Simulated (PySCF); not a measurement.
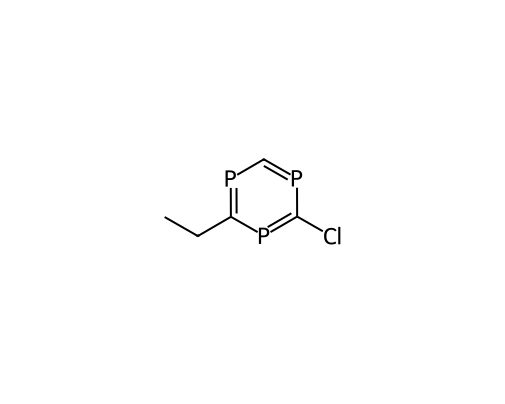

The computed structure is the end point of a GFN2-xTB optimisation. No frequency run is at hand to confirm it as a minimum. Level of theory: CAM-B3LYP/def2-SVPD, gas phase (PySCF 2.14.0). Excitations: vertical, linear response.

Q: Give the dipole moment at this level.

A: 2.10 D.

Q: Estimate the brightest of the 8 lowest singlets.

A: 4.73 eV.

Q: What is the lowest vertical singlet excitation?

A: 3.56 eV.

Q: What is the HOMO energy (Kohn–Sham orbital)?

A: −8.28 eV.

The geometry is semi-empirical. Around P such bond lengths and angles can be off by a tenth of an ångström or more and by several degrees, and values that hang on the shape move with them.
